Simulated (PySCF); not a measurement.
# HF/3-21G run of InF (SMILES [F][In])

Aim: the vertical singlet–triplet gap of InF at HF/3-21G, from 2 runs. Input form: a Python script.

The results are computed with PySCF 2.14.0.

4 further runs of the same task are left out: 4 set aside as unsound or not needed.

**1. The molecule**

InF has 2 atoms, charge 0, and is taken as a singlet. SMILES: `[F][In]`. Geometry: relaxed at PBE0-D4/def2-TZVP.

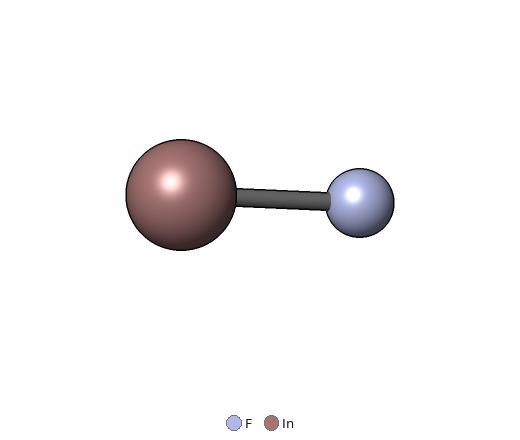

Viewed from a chosen angle; fluorine light blue, indium brown.

**2. The energy at HF/3-21G**

run.py reads:

```python
from pyscf import gto, scf

mol = gto.M(
    atom='''
F      0.000000     0.000000     0.015910
In     0.000000     0.000000     2.009580
''',
    max_memory=1860,
    basis='3-21g',
    verbose=3,
    charge=0,
    spin=0,
)

hf = scf.RHF(mol)
hf.conv_tol = 1e-10
hf.kernel()
if not hf.converged:
    hf = hf.newton().run(hf.mo_coeff, hf.mo_occ)

energy = hf.e_tot
print(f'total energy: {energy:.8f} hartree')
```

On the command line:

```sh
$ OMP_NUM_THREADS=1 python run.py
```

Standard output:

```text
converged SCF energy = -5813.68636932889
total energy: -5813.68636933 hartree
```

Wall time 0.85 s (1 thread of Arm Neoverse V1, shared host); peak memory 0.13 GiB.

**3. The triplet, same level**

job.py reads:

```python
from pyscf import gto, scf

mol = gto.M(
    atom='''
F        0.000000       0.000000       0.015910
In       0.000000       0.000000       2.009580
''',
    spin=2,
    max_memory=1860,
    charge=0,
    verbose=3,
    basis='3-21g',
)

myscf = scf.UHF(mol)
myscf.conv_tol = 1e-10
myscf.kernel()
if not myscf.converged:
    myscf = myscf.newton().run(myscf.mo_coeff, myscf.mo_occ)

e_final = myscf.e_tot
print('E(%s) = %.9f' % ('HF', e_final))
```

On the command line:

```sh
$ OMP_NUM_THREADS=1 python job.py
```

Standard output:

```text
WARN: HOMO -0.0128116343949676 >= LUMO -0.328362773202553

converged SCF energy = -5813.59181561662  <S^2> = 2.0047943  2S+1 = 3.0031945
E(HF) = -5813.591815617
```

Run time: 0.74 s. Hardware: 1 thread of Arm Neoverse V1, shared host; peak memory 0.13 GiB.

**4. Summary of results**

Level: HF/3-21G.

| quantity | value |
| --- | --- |
| singlet: total energy | -5813.68637 Eh |
| singlet: dipole moment | 2.19 D |
| singlet: HOMO energy | -8.72 eV |
| singlet: LUMO energy | 0.91 eV |
| singlet: HOMO–LUMO gap | 9.64 eV |
| triplet: total energy | -5813.59182 Eh |
| triplet: dipole moment | 3.92 D |
| triplet: HOMO energy (highest over α and β) | -5.90 eV |
| triplet: LUMO energy (lowest over α and β) | -1.24 eV |
| triplet: ⟨S²⟩ | 2.005 |
| vertical energy of the triplet above the singlet | 2.573 eV |

What this shows: At this shape the triplet lies 2.57 eV (59 kcal/mol) above the singlet. Relativity is left out (singlet) although the molecule holds a heavy atom. Relativity is left out (triplet) although the molecule holds a heavy atom.
